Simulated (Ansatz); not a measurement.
The figure comes from a scan of CaIrO3 (space group Cmcm): the cell is scaled evenly about its relaxed volume V₀. Calculation: PBEsol (plane waves to 420 eV, PAW, scalar-relativistic; Ansatz, a quantum-chemistry and plane-wave program). k mesh 15×15×7 (Γ-centred), Fermi-Dirac smearing 0.05 eV. Compression counts positive. CaIrO3 is run without spin polarisation and with no Hubbard U. CaIrO3 was relaxed with its symmetry unable to fall. Spin-orbit coupling is left out, though Ir is heavy. 

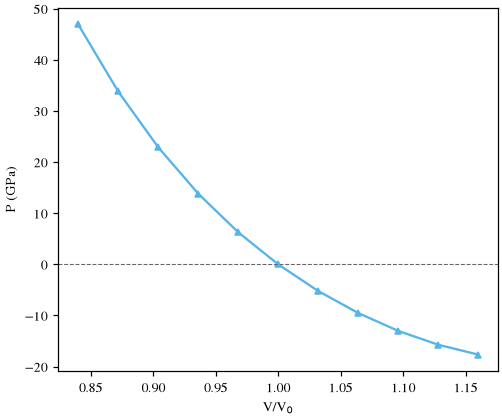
*P (GPa) against V/V₀; computed points joined by lines.*

Q: List the plotted points as numbers.

A: To the nearest 1:

```tsv
V/V₀	P (GPa)
0.840	47
0.872	34
0.904	23
0.936	14
0.968	6
1.000	0
1.032	-5
1.064	-10
1.096	-13
1.128	-16
1.160	-18
```

(A scan under strain: stresses follow from slopes of the energy per volume, elastic moduli from its curvatures.)
